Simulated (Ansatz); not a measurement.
# C6H5F (fluorobenzene): BHLYP/6-31G(d) (spherical functions)

Aim: the vertical ionisation energy of C6H5F (fluorobenzene) at BHLYP/6-31G* (spherical functions), from 2 runs. 

The calculation is run with Ansatz 0.2.0.

38 further runs of the same task are left out: 38 set aside as unsound or not needed. Runs told in other sessions of the task aren't counted.

### Step 1. The system as given

The species is C6H5F (12 atoms), meant as a singlet with charge 0. As SMILES, `Fc1ccccc1`. The shape is that of a PBE0-D4/def2-TZVP optimisation.

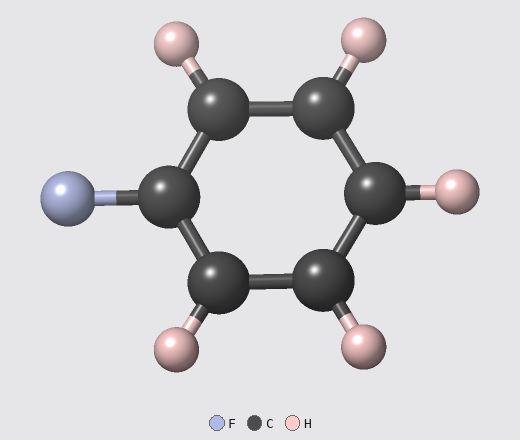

The structure, seen from a chosen angle (fluorine light blue, carbon dark grey, hydrogen pink).

### Step 2. The energy at BHLYP/6-31G(d) (spherical functions)

in.yaml reads:

```yaml
crystal:
  periodic: [false, false, false]
  atoms:
    - symbol: F
      position_ang: [0.373400, -2.651880, -0.049000]
    - symbol: C
      position_ang: [0.186660, -1.325620, -0.024490]
    - symbol: C
      position_ang: [-0.745470, -0.799820, 0.848530]
    - symbol: C
      position_ang: [-0.932320, 0.574350, 0.867240]
    - symbol: C
      position_ang: [-0.196600, 1.396240, 0.025800]
    - symbol: C
      position_ang: [0.733120, 0.840420, -0.841100]
    - symbol: C
      position_ang: [0.932970, -0.531670, -0.873120]
    - symbol: H
      position_ang: [-1.307140, -1.462390, 1.495210]
    - symbol: H
      position_ang: [-1.659890, 1.003340, 1.546360]
    - symbol: H
      position_ang: [-0.347620, 2.468730, 0.045610]
    - symbol: H
      position_ang: [1.310500, 1.477900, -1.500520]
    - symbol: H
      position_ang: [1.652380, -0.989580, -1.540520]
basis:
  gaussian:
    orbitals: 6-31G_st_-spherical.json
total_charge: 0
hamiltonian:
  xc: {name: BHLYP}
accuracy: high
output: {orbitals: {seedname: orbitals}}
```

The basis set 6-31G* is read from a file made from the Basis Set Exchange's data (not shown).

On the command line:

```
ansatz run in.yaml --threads 1 --pin off --max-ram 3480MiB --events-out events.jsonl --progress --plain --runs-dir runs
```

The log of the run:

```text
Warning: RAYON_NUM_THREADS=1 ignored (pool sized by the plan → 1); use --threads N
Functional definition: BHLYP
  name "BHLYP"
  parameter a = 0.5
  exchange = (1 - a)*b88_x + a*exact_x
  correlation = lyp_c
2657 factors; integrals over basis functions are off by at most 3.4e-9 eV
mean field evaluation 1: about -9010.8155 eV, gradient 3.8e1 eV
mean field evaluation 2: about -9012.3646 eV, gradient 3.0e1 eV
mean field evaluation 4: about -9014.3758 eV, gradient 2.5e0 eV
mean field evaluation 8: about -9015.1028 eV, gradient 6.1e-1 eV
mean field evaluation 16: about -9015.1037 eV, gradient 3.4e-4 eV
mean field -9015.10371337 eV, -331.2989508095 hartree, gradient 2.4e-8 eV, S^2 0.000000; 0 other end points of the search recorded, 0 dependent functions left out
reference -9015.10373647 eV, -331.2989516586 hartree; 25, 25 occupied and 83, 83 virtual orbitals, 2657 factors
Total energy: -9015.10373647 eV, -331.2989516586 hartree
```

It took 9 s on 1 thread of Intel Xeon 6975P-C (Granite Rapids), shared host; peak memory 0.46 GiB.

### Step 3. The doublet cation at the same level

in.yaml reads:

```yaml
crystal:
  periodic: [false, false, false]
  atoms:
    - {symbol: F, position_ang: [0.373400, -2.651880, -0.049000]}
    - {symbol: C, position_ang: [0.186660, -1.325620, -0.024490]}
    - {symbol: C, position_ang: [-0.745470, -0.799820, 0.848530]}
    - {symbol: C, position_ang: [-0.932320, 0.574350, 0.867240]}
    - {symbol: C, position_ang: [-0.196600, 1.396240, 0.025800]}
    - {symbol: C, position_ang: [0.733120, 0.840420, -0.841100]}
    - {symbol: C, position_ang: [0.932970, -0.531670, -0.873120]}
    - {symbol: H, position_ang: [-1.307140, -1.462390, 1.495210]}
    - {symbol: H, position_ang: [-1.659890, 1.003340, 1.546360]}
    - {symbol: H, position_ang: [-0.347620, 2.468730, 0.045610]}
    - {symbol: H, position_ang: [1.310500, 1.477900, -1.500520]}
    - {symbol: H, position_ang: [1.652380, -0.989580, -1.540520]}
basis:
  gaussian:
    orbitals: 6-31G_st_-spherical.json
total_charge: 1
magnetization:
  spin_polarized: true
  initial_magnetization: 1
hamiltonian:
  xc: {name: BHLYP}
accuracy: high
output: {orbitals: {seedname: orbitals}}
```

The basis set 6-31G* is read from a file made from the Basis Set Exchange's data (not shown).

On the command line:

```
ansatz run in.yaml --threads 1 --pin off --max-ram 3480MiB --events-out events.jsonl --progress --plain --runs-dir runs
```

The log of the run:

```text
Warning: RAYON_NUM_THREADS=1 ignored (pool sized by the plan → 1); use --threads N
[... 5 set-up lines as earlier in the session ...]
2656 factors; integrals over basis functions are off by at most 3.5e-9 eV
mean field evaluation 1: about -9001.3090 eV, gradient 3.3e1 eV
mean field evaluation 2: about -9003.9086 eV, gradient 2.4e1 eV
mean field evaluation 4: about -9006.1146 eV, gradient 1.9e0 eV
mean field evaluation 8: about -9006.2012 eV, gradient 2.4e-1 eV
mean field evaluation 16: about -9006.2023 eV, gradient 4.4e-3 eV
mean field evaluation 32: about -9006.2023 eV, gradient 8.2e-6 eV
mean field -9006.20225815 eV, -330.9718283638 hartree, gradient 9.3e-8 eV, S^2 0.775194; 2 other end points of the search recorded, 0 dependent functions left out
reference -9006.20228209 eV, -330.9718292438 hartree; 25, 24 occupied and 83, 84 virtual orbitals, 2656 factors
Total energy: -9006.20228209 eV, -330.9718292438 hartree
```

It took 23 s on 1 thread of Intel Xeon 6975P-C (Granite Rapids), shared host; peak memory 0.62 GiB.

### Step 4. Outcome

At BHLYP/6-31G* (spherical functions):

```
                                          quantity          value
                       singlet C6H5F: total energy  -331.29895 Eh
                        singlet C6H5F: HOMO energy       -7.79 eV
                        singlet C6H5F: LUMO energy        1.05 eV
                      singlet C6H5F: HOMO–LUMO gap        8.84 eV
                      doublet cation: total energy  -330.97183 Eh
doublet cation: HOMO energy (highest over α and β)      -14.29 eV
 doublet cation: LUMO energy (lowest over α and β)      -10.03 eV
                              doublet cation: ⟨S²⟩          0.775
vertical ionisation energy (to the doublet cation)       8.901 eV
```

What this shows: The vertical ionisation energy comes to 8.90 eV (859 kJ/mol). −ε(HOMO) before ionisation, 7.79 eV, is 1.11 eV below this ionisation energy.
